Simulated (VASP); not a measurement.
Band structure of CaF$_{2}$ (fluorite). All values below come from vdW-DF2, VASP's PBE PAW potentials (set 64) (plane waves; VASP).

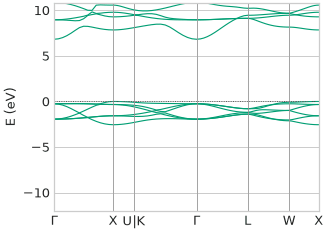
*Bands along high-symmetry lines, zero at the valence-band maximum or, without a gap, the Fermi level*

Question: Read the plot: is there a gap, and where are the band edges?

Answer: The gap is indirect, 6.83 eV, from the valence maximum at X to the conduction minimum at Γ. (Edges off the drawn lines would not show.)

Measured: gap 11.80 eV (computed value off by -4.97 eV), as given by E. Cadelano et al., The European Physical Journal B (2011), arXiv:1107.5962.

The compound is CaF2 in the fluorite structure. It was relaxed first, which changed the volume by +5 %.
